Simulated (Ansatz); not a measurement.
# Pressure series in hypothetical CsCl type AuCl

Consider AuCl in the CsCl type structure (space group Pm-3m, No. 221; a = 3.398 Å; a hypothetical phase, not in the database extracts checked).

Cell and atoms are relaxed at each pressure.

Calculations: r2SCAN (Ansatz, an electronic-structure program; PAW; 500 eV plane waves; without spin-orbit coupling).

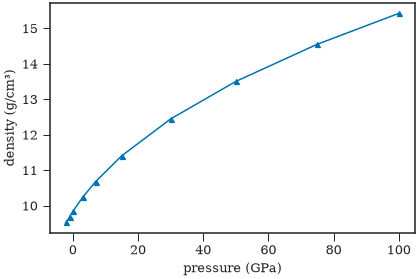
Fig. 1. Density against pressure

Q: From the plot, what is the density for pressure 3 GPa?

A: About 10.2 g/cm³.

Q: Is the trend monotonic over the range shown?

A: Yes, it rises throughout, spanning 9.53 g/cm³ to 15.42 g/cm³.

Load acts through the strain it causes; cell and atoms are relaxed under it. Whether these cells are dynamically stable was not tested. Competing high-pressure phases were not computed. No Hubbard U is applied, and correlation can decide whether such a compound is a metal. All final runs are without spin polarisation.
